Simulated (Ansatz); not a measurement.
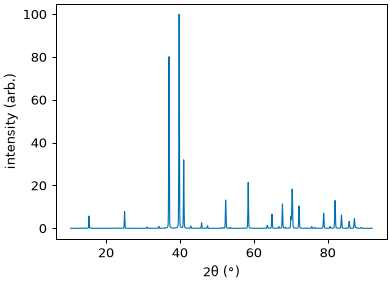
Figure. Simulated powder pattern, Cu Kα, λ = 1.54184 Å

The pattern belongs to a structure relaxed with r²SCAN (plane waves, PAW; program Ansatz).

### Question
Pick the material that matches.
A. TaTe, Pmma (Ta on 2e, Te on 2f)
B. ZrTa, Pmma (Ta on 2e, Zr on 2f)
C. MoPd, Cmcm (Mo on 4c, Pd on 4c)
D. TaAg, Cmcm (Ta on 4c, Ag on 4c)

### Answer
D, TaAg, Cmcm (Ta on 4c, Ag on 4c)

The start of the workflow was typed in or built on a structure type; neither database checked (COD, Materials Project) lists it. Whether it is the stable phase at ambient conditions was not checked. The r²SCAN relaxation kept the symmetry of its start; whether a distortion lowers the energy is not shown. The run is not spin-polarised. Its formation energy is positive at this level, so the cell may be metastable or incomplete. Scalar-relativistic: spin–orbit coupling is off unless named, which matters more the heavier the elements.

Potentials: the earlier of the program's two PAW sets.
